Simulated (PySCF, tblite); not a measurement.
# C8H9 radical: geometry, infrared bands and EPR parameters

Aim: predict the infrared bands and EPR parameters of C8H9 radical (`C=[C][C@@H]1C=C[C@H]1C=C`).

Computed with tblite 0.8.0 and PySCF 2.14.0, with density-fitted response routines of our own, on a single molecule in the gas phase. Atoms are numbered from 0 throughout.

**1. The starting structure**

17 atoms, charge 0, multiplicity 2; geometry from: force field or distance geometry start.

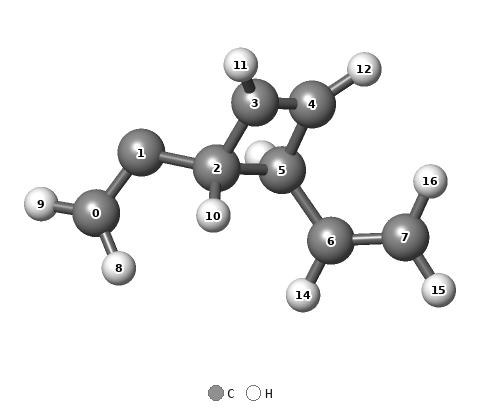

The starting geometry (carbon grey, hydrogen white), atoms numbered.

**2. Relaxing the molecule with GFN2-xTB**

What the job is given:

```
{"job": {"kind": "relax", "xc": "GFN2-xTB", "basis": "xTB"}, "charge": 0, "multiplicity": 2}
C      2.917600     0.383300    -0.076600
C      2.017200    -0.577600    -0.325000
C      0.762800    -0.548100     0.478700
C     -0.024000    -1.770700     0.485900
C     -1.026400    -1.252300    -0.121300
C     -0.391000     0.053800    -0.235700
C     -1.093500     1.183400     0.451400
C     -2.380900     1.110600     0.772000
H      2.645500     1.111700     0.666900
H      3.840000     0.388300    -0.629500
H      0.932800    -0.209400     1.522400
H      0.168800    -2.792800     0.895700
H     -2.006200    -1.641400    -0.448600
H     -0.092000     0.350500    -1.275500
H     -0.503800     2.068700     0.688300
H     -2.850300     1.953600     1.278300
H     -2.923700     0.200600     0.512200
```

On the command line:

```console
> OMP_NUM_THREADS=1 python probes_run.py task.json out
```

The driver reads the jobs from task.json and runs them one after another.

**Question.** This job is followed by: GFN2-xTB harmonic vibrations, gas phase; UKS B3LYP, pcH-1 on C H, non-relativistic, mean-field spin-orbit, GIAO. Predict these results of the whole session: strongest single infrared mode (GFN2-xTB); zero-point energy (GFN2-xTB); g(iso) (B3LYP); ⟨S²⟩; largest a(iso); potential on the surface of density 0.002 e/bohr³, 1st and 99th percentile.

**Answer**, as computed:

```
                                                                  quantity                  value
                                 strongest single infrared mode (GFN2-xTB)  3132 cm⁻¹, 101 km/mol
                                              zero-point energy (GFN2-xTB)          84.4 kcal/mol
                                                            g(iso) (B3LYP)                2.00219
                                                                      ⟨S²⟩     0.759 (exact 0.75)
                                                            largest a(iso)   13C on C1, 219.4 MHz
potential on the surface of density 0.002 e/bohr³, 1st and 99th percentile     -0.76 V and 0.86 V
```

What this shows: Relaxing lowered the energy by 0.976 eV in 90 steps; the close pair that moved most is C2–C5, from 1.485 to 1.627 Å. No mode is imaginary among the 45: a minimum at this level. Unscaled tight-binding wavenumbers are off by several per cent, some by more. Its intensities can rank the bands wrongly. Most of the unpaired spin sits on C1 (0.94 e). The isotropic g lies 0.1 ppt below the free-electron value. These values are for one conformer; the search (at its own cheap level) found 1 more, at 0.90 kcal/mol, and measured spectra average over such forms.
